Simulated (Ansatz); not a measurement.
Electronic density of states of amorphous Ge₁₂Sb₁₂Te₃₀Y₃, density 6.21 g/cm³, on a 2×2×2 Γ-centred mesh with a Gaussian width of 0.1 eV; energies count from the Fermi level. Cell and mesh are small, so fine structure isn't converged. Method: PBE-D3(BJ), scalar-relativistic without spin-orbit coupling, PAW (Ansatz default set, large-core Te) (plane waves to 420 eV; Ansatz, a first-principles code). Sampling: a 2×2×2 Γ-centred mesh; Fermi-Dirac width 0.05 eV; collinear spin, started from a total moment of 1 μB (the moments died out). The levels at the Fermi energy are partly filled. A closed spacing in one fast-quenched cell at PBE doesn't show the material to be a metal.

It comes from a melt-quench run on a machine-learned potential (CHGNet), relaxed afterwards by DFT. The hot cell started wider than the set density and was brought back towards it in steps. It is the lowest in DFT energy of 3 quenches. It is a model cell: composition and starting density were chosen by hand, and all elements were melted together. The geometry includes D3(BJ) dispersion. Its density started from a set value of 5.83 and ended at 6.21 g/cm³. The quench (nominally 63 K/ps over its main leg) was far faster than any real one, so the model tends to hold more defects than a real film. One small periodic cell is one sample of the glass; other quenches scatter about these values. Volume and shape were free in the relaxation. On a 2×2×2 Γ-centred mesh force components of up to 0.15 eV/Å stay, since the relaxation ran on one k-point at (1/4, 1/4, 1/4).

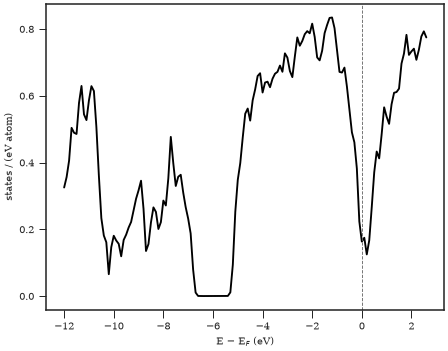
Figure: Density of states per atom
